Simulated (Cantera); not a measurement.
Feed: 1 mol CH3SiH3, 0.92 mol HCl, 1400 mol H2, 0.024 mol CH4, held at 0.0210 bar.

Method: chemical equilibrium by Gibbs-energy minimisation in Cantera with the NASA 1993 tables (ideal gas, pure condensed phases). Candidate condensed phases: C, C6H6, C7H8, C8H18, Si, SiC; 109 gas species. The feed counts by its element totals alone. Gases not in the tables: Si2H6 and higher silanes. Equilibrium is a limit: real reactors are often held back by kinetics, nucleation or transport.

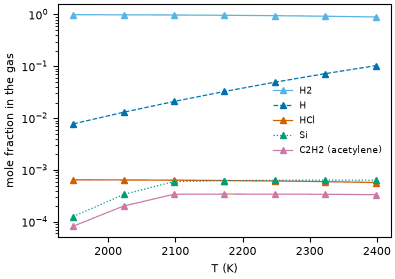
*Equilibrium gas composition (values under 1e-9 drawn at 1e-9)*

From 1948 K to 2023 K the condensed part is SiC(s). From 2098 K to 2398 K nothing is condensed. The main Si-bearing gas is Si throughout.
